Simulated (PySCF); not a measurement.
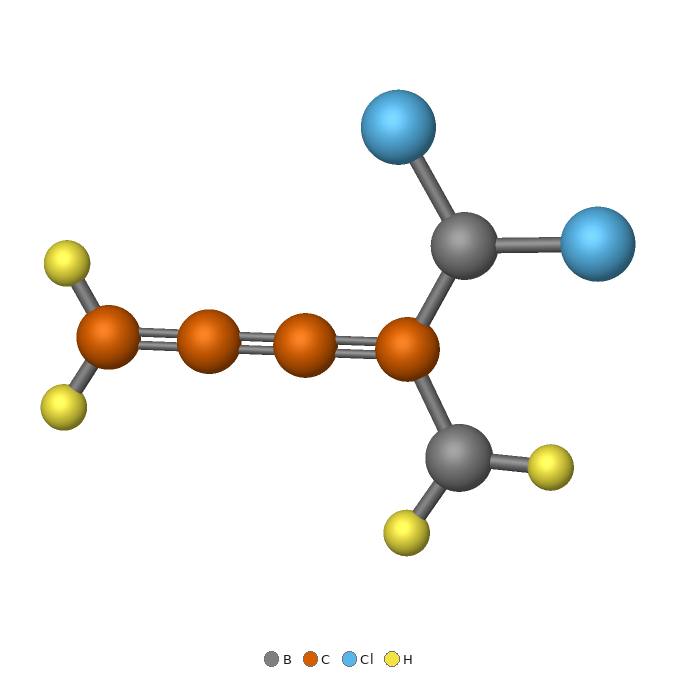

Ball-and-stick drawing of a structure.

The computed structure is the end point of a PBE0-D3(BJ)/def2-SVP optimisation. No frequency run is at hand to confirm it as a minimum.

**Count the atoms of each element.**

C4H4B2Cl2, 12 atoms: 4 carbon, 4 hydrogen, 2 boron and 2 chlorine.

**Describe its rings.**

It has no ring.

**Name functional groups in it.**

Among them: B–H bond.

**Count the bonded pairs by element.**

3 C–C, 2 C–B, 2 B–Cl, 2 B–H, 2 C–H.

More results for the same structure follow; atom numbers are the same in all pictures, views and colours differ.

Geometry

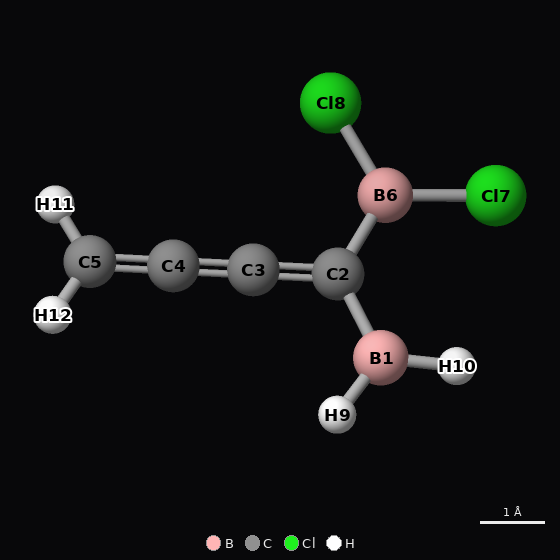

The atoms are numbered. No frequency run is at hand to confirm it as a minimum.

Which atoms are bonded, and how long are the bonds?

```
  bond  length (Å)   order
 B1–C2       1.553  single
 B1–H9       1.208  single
B1–H10       1.207  single
 C2–C3       1.342  double
 C2–B6       1.555  single
 C3–C4       1.268  double
 C4–C5       1.321  double
C5–H11       1.096  single
C5–H12       1.096  single
B6–Cl7       1.751  single
B6–Cl8       1.756  single
```

Excitation

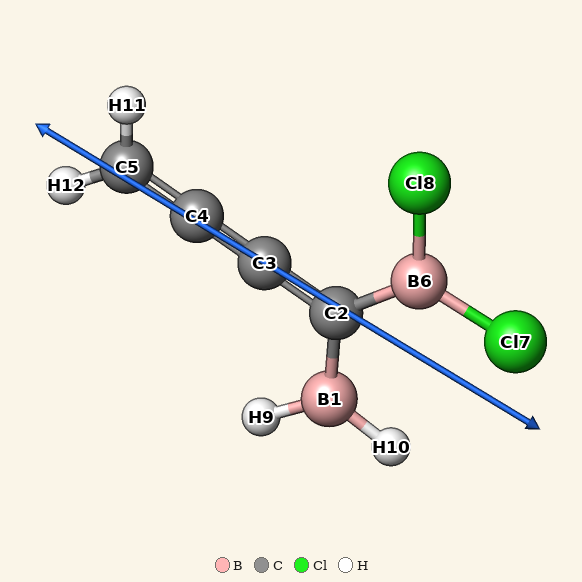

The double arrow shows the direction of the transition dipole to excited singlet state 2 (its length means nothing). No frequency run is at hand to confirm it as a minimum. Level of theory: TDDFT ωB97X-D/def2-SVPD, vertical, gas phase, core orbitals frozen in the response (PySCF 2.14.0).

**How is the transition polarised?**

In the molecular plane, nearly parallel to the B6–Cl7 bond.

**Where does the transition lie, and how strong is it?**

4.47 eV (277 nm), oscillator strength 0.54, mainly HOMO−1 → LUMO (weight 0.95); transition dipole 5.66 D.

Quadrupole coupling

No frequency run is at hand to confirm it as a minimum. Electric field gradients from the ground-state density, PBE0/pcSseg-1 in chloroform (IEF-PCM) (PySCF 2.14.0), non-relativistic apart from any core potentials.

Give the largest field-gradient component, the quadrupole coupling constant and the asymmetry for 11B at B1 (Q = 40.59 mb), 11B at B6 (Q = 40.59 mb), 35Cl at Cl7 (Q = −81.7 mb), 35Cl at Cl8 (Q = −81.7 mb), 2H at H9 (Q = 2.86 mb), 2H at H10 (Q = 2.86 mb), 2H at H11 (Q = 2.86 mb), 2H at H12 (Q = 2.86 mb).

```csv
atom,V_zz (a.u.),e²qQ/h (MHz),η
B1,0.582,5.55,0.07
B6,0.333,3.18,0.73
Cl7,2.171,−41.7,0.63
Cl8,2.197,−42.2,0.58
H9,0.201,0.135,0.11
H10,0.201,0.135,0.12
H11,0.292,0.197,0.02
H12,0.292,0.197,0.02
```

NMR shielding

The questions are on isotropic NMR shieldings of the B atoms. No frequency run is at hand to confirm it as a minimum. Method: GIAO PBE0/pcSseg-1 NMR shielding, non-relativistic, IEF-PCM chloroform (PySCF 2.14.0).

List the isotropic NMR shieldings of the B atoms.

```tsv
atom	σ (ppm)
B1	30.7
B6	47.4
```
